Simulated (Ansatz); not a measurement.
The starting structures come from a database of crystals and need not be the phases stable at ambient conditions.

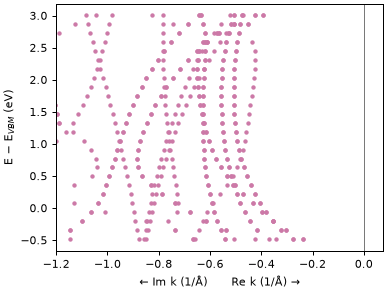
Fig. 1. Complex bands at the centre of the two-dimensional zone; r2SCAN in Ansatz (a first-principles code)

No gap correction and no spin-orbit coupling; mid-gap values are interpolated between computed energies.

This is VBiO4 (I4_1/amd, not sure to be the ambient phase, 12 atoms a cell, 14.3 Å³ an atom) along the normal of (100). Read off the slowest decay at the centre of the two-dimensional zone at 1.47 eV, the computed energy nearest the middle of the gap.

κ ≈ 0.45 1/Å, a decay length 1/(2κ) of the density of 1.1 Å.
